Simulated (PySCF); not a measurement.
# doublet [Si2]+ at 6 levels

Aim: a comparison of 6 runs (U-wB97X-V/STO-6G, UB2PLYP/STO-6G, UB3LYP/STO-6G, UM06-2X/STO-6G, NEVPT2(3,3)/STO-6G, NEVPT2(7,8)/STO-6G) of doublet [Si2]+. Input form: a Python script.

The calculation is run with PySCF 2.14.0.

26 further runs of the same task are left out: 7 that didn't finish, 19 set aside as unsound or not needed.

## 1. Starting point

The species is [Si2]+ (2 atoms), meant as a doublet with charge +1. SMILES of the parent species: `[Si]=[Si]`. Geometry: relaxed at GFN2-xTB. That shape belongs to the parent species and isn't relaxed for this state.

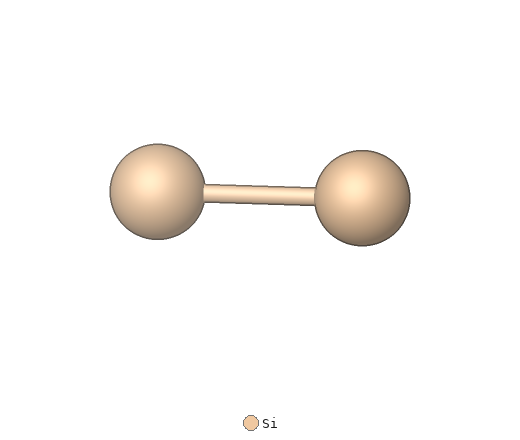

The structure, seen from a chosen angle (silicon light orange).

## 2. A single-point energy at U-wB97X-V/STO-6G (run 1)

Contents of calc.py:

```python
from pyscf import gto, dft

mol = gto.M(
    atom='''
Si     0.000000     0.000000     0.000000
Si     0.000000     0.000000     4.108661
''',
    basis='sto-6g',
    spin=1,
    max_memory=1860,
    charge=1,
    verbose=4,
    unit='bohr',
)

myscf = dft.UKS(mol)
myscf.xc = 'wb97x-v'
myscf.conv_tol = 1e-10
myscf.nlcgrids.level = 1
myscf.grids.level = 5
myscf.kernel()
if not myscf.converged:
    myscf = myscf.newton().run(myscf.mo_coeff, myscf.mo_occ)

e_final = myscf.e_tot
print('Final energy', e_final)
```

On the command line:

```sh
$ OMP_NUM_THREADS=1 python calc.py
```

The log of the run:

```text
PySCF version 2.14.0

[INPUT] num. atoms = 2
[INPUT] num. electrons = 27
[INPUT] charge = 1
[INPUT] spin (= nelec alpha-beta = 2S) = 1
[INPUT] symmetry False subgroup None
[INPUT] Mole.unit = bohr
[INPUT] Symbol           X                Y                Z      unit          X                Y                Z       unit  Magmom
[INPUT]  1 Si     0.000000000000   0.000000000000   0.000000000000 AA    0.000000000000   0.000000000000   0.000000000000 Bohr   0.0
[INPUT]  2 Si     0.000000000000   0.000000000000   2.174209768596 AA    0.000000000000   0.000000000000   4.108661000000 Bohr   0.0

nuclear repulsion = 47.7041060335715
number of shells = 10
number of NR pGTOs = 108
number of NR cGTOs = 18
basis = sto-6g
ecp = {}

[... 43 lines left out ...]
[... the frontier-level lines of each cycle are left out ...]
[... 3 lines left out ...]
[... 30 lines left out ...]
converged SCF energy = -576.363305567041  <S^2> = 0.7501419  2S+1 = 2.0001419
Final energy -576.3633055670415
```

Run time: 7.5 s. Hardware: 1 thread of Intel Xeon Platinum 8488C (Sapphire Rapids), shared host; peak memory 0.18 GiB.

## 3. The energy at UB2PLYP/STO-6G (run 2)

Contents of geometry.xyz:

```xyz
2

Si     0.000000     0.000000     0.000000
Si     0.000000     0.000000     2.174210
```

Contents of job.py:

```python
from pyscf import gto, dft, mp

system = gto.M(
    atom='geometry.xyz',
    spin=1,
    max_memory=1860,
    charge=1,
    basis='sto-6g',
    verbose=4,
)

mf = dft.UKS(system, xc='0.53*HF + 0.47*B88, 0.73*LYP')
mf.conv_tol = 1e-10
mf.grids.level = 5
mf.kernel()
if not mf.converged:
    mf = mf.newton().run(mf.mo_coeff, mf.mo_occ)

pt = mp.MP2(mf, frozen=10).run()
e_tot = mf.e_tot + 0.27 * pt.e_corr
print('PT2 part  %.8f' % (0.27 * pt.e_corr))
print('Final energy', e_tot)
```

On the command line:

```sh
$ OMP_NUM_THREADS=1 python job.py
```

The log of the run:

```text
PySCF version 2.14.0

[INPUT] num. atoms = 2
[INPUT] num. electrons = 27
[INPUT] charge = 1
[INPUT] spin (= nelec alpha-beta = 2S) = 1
[INPUT] symmetry False subgroup None
[INPUT] Mole.unit = angstrom
[INPUT] Symbol           X                Y                Z      unit          X                Y                Z       unit  Magmom
[INPUT]  1 Si     0.000000000000   0.000000000000   0.000000000000 AA    0.000000000000   0.000000000000   0.000000000000 Bohr   0.0
[INPUT]  2 Si     0.000000000000   0.000000000000   2.174210000000 AA    0.000000000000   0.000000000000   4.108661437291 Bohr   0.0

nuclear repulsion = 47.7041009563566
number of shells = 10
number of NR pGTOs = 108
number of NR cGTOs = 18
basis = sto-6g
ecp = {}

[... 34 lines left out ...]
[... the frontier-level lines of each cycle are left out ...]
[... 3 lines left out ...]
[... 26 lines left out ...]
converged SCF energy = -576.180847728475  <S^2> = 0.75033324  2S+1 = 2.0003332
[... 1 line left out ...]
******** <class 'pyscf.mp.ump2.UMP2'> ********
nocc = (np.int64(4), np.int64(3)), nmo = (8, 8)
frozen orbitals 10
E(UMP2) = -576.249023994907  E_corr = -0.0681762664320854
E(SCS-UMP2) = -576.254092430579  E_corr = -0.0732447021042037
E_corr(same-spin) = -0.00988478955496018
E_corr(oppo-spin) = -0.0582914768771252
PT2 part  -0.01840759
Final energy -576.199255320412
```

Wall time 1.9 s (1 thread of Intel Xeon Platinum 8488C (Sapphire Rapids), shared host); peak memory 0.18 GiB.

Runs 3 to 5 aren't shown in full; the table further down has their settings and results.

## 4. A single-point energy at NEVPT2(7,8)/STO-6G (run 6)

Contents of start.xyz:

```xyz
2

Si     0.000000     0.000000     0.000000
Si     0.000000     0.000000     2.174210
```

Contents of run.py:

```python
import numpy
from pyscf import gto, scf, mp, mcscf, mrpt

mol = gto.M(
    atom='start.xyz',
    charge=1,
    verbose=3,
    basis='sto-6g',
    spin=1,
    max_memory=1860,
)

calc0 = mol.ROHF()
calc0.conv_tol = 1e-10
calc0.kernel()
if not calc0.converged:
    calc0 = calc0.newton().run(calc0.mo_coeff, calc0.mo_occ)

pt = mp.MP2(scf.addons.convert_to_uhf(calc0)).run()
noons, natorbs = mcscf.addons.make_natural_orbitals(pt)
print('natural occupations', numpy.round(noons[:40], 4))
cas = mcscf.CASSCF(calc0, 8, 7)
cas.fix_spin_(ss=0.75)
cas.natorb = True
cas.kernel(natorbs)
e_pt2 = mrpt.NEVPT(cas).kernel()
e_final = cas.e_tot + e_pt2
print('E = %.10f Eh' % e_final)
```

On the command line:

```sh
$ OMP_NUM_THREADS=1 python run.py
```

The log of the run:

```text
converged SCF energy = -575.437882478925
E(UMP2) = -575.492349380307  E_corr = -0.0544669013820315
E(SCS-UMP2) = -575.495654499797  E_corr = -0.057772020871152
natural occupations [2.     2.     2.     2.     1.9999 1.9999 1.9998 1.9998 1.9997 1.9997
 1.9854 1.9774 1.9709 0.9903 0.0259 0.0238 0.0149 0.0127]
CASSCF energy = -575.517923569347
CASCI E = -575.517923569347  E(CI) = -10.8647508972919  S^2 = 0.7500000
Sr    (-1)',   E = -0.00000000000000
Si    (+1)',   E = -0.00064710244439
Sijrs (0)  ,   E = 0.00000000000000
Sijr  (+1) ,   E = -0.00000000000000
Srsi  (-1) ,   E = -0.00000000000000
Srs   (-2) ,   E = 0.00000000000000
Sij   (+2) ,   E = -0.00419332199048
Sir   (0)' ,   E = -0.00000000000000
Nevpt2 Energy = -0.004840424434868
E = -575.5227639938 Eh
```

It took 1.6 s on 1 thread of Intel Xeon Platinum 8488C (Sapphire Rapids), shared host; peak memory 0.14 GiB.

## 5. The series

```csv
run,level,nlc grid,frozen core orbitals,energy (Eh),HOMO energy (eV),LUMO energy (eV),⟨S²⟩,wall time
1,U-wB97X-V/STO-6G,1,–,-576.363306,-11.53,-5.41,0.750,7.5 s
2,UB2PLYP/STO-6G,–,10,-576.199255,-10.09,-6.23,0.750,1.9 s
3,UB3LYP/STO-6G,–,–,-576.467986,-9.19,-8.19,0.750,2 s
4,UM06-2X/STO-6G,–,–,-576.396596,-10.20,-6.90,0.750,2.6 s
5,"NEVPT2(3,3)/STO-6G",–,–,-575.493431,–,–,–,0.76 s
6,"NEVPT2(7,8)/STO-6G",–,–,-575.522764,–,–,–,1.6 s
```

## 6. Outcome

```
           quantity          value
run 6: total energy  -575.52276 Eh
```

What this shows: Totals of different functionals can't be ranked against each other. In runs 1, 2, 3, 4, 5, 6 the basis is minimal, so the values are rough. All runs together took 16 s, the longest 7.5 s.
